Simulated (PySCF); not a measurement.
**C2H5Si2 (SMILES [SiH2]C#C[SiH3]) at UMP2/6-311G(d,p)**

What is the vertical ionisation energy of C2H5Si2 at UMP2/6-311G**? The job is set up through a Python script.

Program for the calculation: PySCF 2.14.0.

**1. The molecule**

The species is C2H5Si2 (9 atoms), meant as a doublet with charge 0. As SMILES, `[SiH2]C#C[SiH3]`. The shape is that of a PBE0-D4/def2-TZVP optimisation.

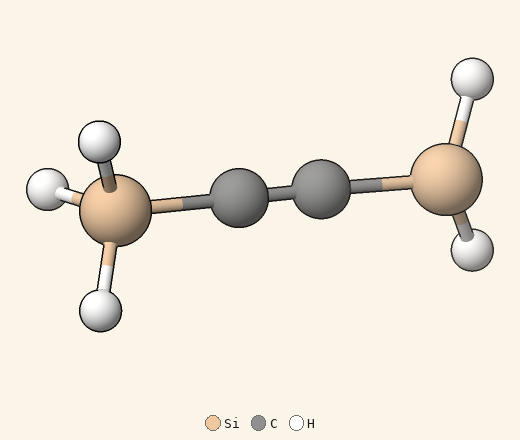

The structure, seen from a chosen angle (silicon light orange, carbon grey, hydrogen white).

**2. The energy at UMP2/6-311G(d,p)**

Input file input.py:

```python
from pyscf import gto, scf, mp

mol = gto.Mole()
mol.atom = '''
Si  -0.083300   2.376400  -1.321900
C   -0.023100   0.801400  -0.449000
C    0.126900  -0.244300   0.159700
Si   0.325700  -1.814500   1.066500
H   -0.415500   2.194400  -2.755900
H   -0.980900   3.343200  -0.644000
H   -0.967800  -2.540700   1.082700
H    1.354200  -2.640400   0.388100
H    0.752400  -1.521900   2.456600
'''
mol.verbose = 3
mol.max_memory = 1860
mol.spin = 1
mol.basis = '6-311g**'
mol.charge = 0
mol.build()

mf = scf.UHF(mol)
mf.conv_tol = 1e-10
mf.kernel()
if not mf.converged:
    mf = mf.newton().run(mf.mo_coeff, mf.mo_occ)

pt = mp.MP2(mf, frozen=12).run()
e_tot = pt.e_tot
print('Final energy', e_tot)
```

Started as:

```sh
$ OMP_NUM_THREADS=1 python input.py
```

The log of the run:

```text
converged SCF energy = -656.457897605005  <S^2> = 0.88904  2S+1 = 2.1345163
E(UMP2) = -656.894720705707  E_corr = -0.436823100701713
E(SCS-UMP2) = -656.900404566497  E_corr = -0.442506961491409
Final energy -656.8947207057072
```

Run time: 8.1 s. Hardware: 1 thread of Arm Neoverse V2, shared host; peak memory 0.37 GiB.

**3. The singlet cation**

Input file geometry.xyz:

```xyz
9
C2H5Si2
Si    -0.083300     2.376400    -1.321900
C     -0.023100     0.801400    -0.449000
C      0.126900    -0.244300     0.159700
Si     0.325700    -1.814500     1.066500
H     -0.415500     2.194400    -2.755900
H     -0.980900     3.343200    -0.644000
H     -0.967800    -2.540700     1.082700
H      1.354200    -2.640400     0.388100
H      0.752400    -1.521900     2.456600
```

Input file calc.py:

```python
from pyscf import gto, scf, mp

mol = gto.M(
    atom='geometry.xyz',
    charge=1,
    basis='6-311g**',
    spin=0,
    max_memory=1860,
    verbose=3,
)

hf = scf.RHF(mol)
hf.conv_tol = 1e-10
hf.kernel()
if not hf.converged:
    hf = hf.newton().run(hf.mo_coeff, hf.mo_occ)

pt = mp.MP2(hf, frozen=12).run()
etot = pt.e_tot
print('E = %.10f Eh' % etot)
```

Started as:

```sh
$ OMP_NUM_THREADS=1 python calc.py
```

The log of the run:

```text
converged SCF energy = -656.166804569974
E(RMP2) = -656.610579939335  E_corr = -0.443775369360892
E(SCS-RMP2) = -656.618875681218  E_corr = -0.452071111243982
E = -656.6105799393 Eh
```

Run time: 3.6 s. Hardware: 1 thread of Arm Neoverse V2, shared host; peak memory 0.36 GiB.

**4. Summary of results**

Level: UMP2/6-311G**, 12 core orbitals frozen.

| quantity | value |
| --- | --- |
| doublet C2H5Si2: total energy | -656.89472 Eh |
| doublet C2H5Si2: dipole moment (Hartree–Fock density) | 0.24 D |
| doublet C2H5Si2: HOMO energy (Hartree–Fock orbitals) (highest over α and β) | -8.91 eV |
| doublet C2H5Si2: LUMO energy (Hartree–Fock orbitals) (lowest over α and β) | 0.93 eV |
| doublet C2H5Si2: correlation energy (12 core orbitals frozen) | -436.8 mEh |
| doublet C2H5Si2: ⟨S²⟩ of the reference determinant | 0.889 |
| singlet cation: total energy | -656.61058 Eh |
| singlet cation: HOMO energy (Hartree–Fock orbitals) | -15.97 eV |
| singlet cation: LUMO energy (Hartree–Fock orbitals) | -6.88 eV |
| singlet cation: HOMO–LUMO gap (Hartree–Fock orbitals) | 9.10 eV |
| singlet cation: correlation energy (12 core orbitals frozen) | -443.8 mEh |
| vertical ionisation energy (to the singlet cation) | 7.732 eV |

The vertical ionisation energy comes to 7.73 eV (178 kcal/mol). Only the singlet of the ionised species was computed; a triplet could lie lower. ⟨S²⟩ (doublet C2H5Si2) is 0.89 where a pure doublet has 0.75: the reference is spin-contaminated.
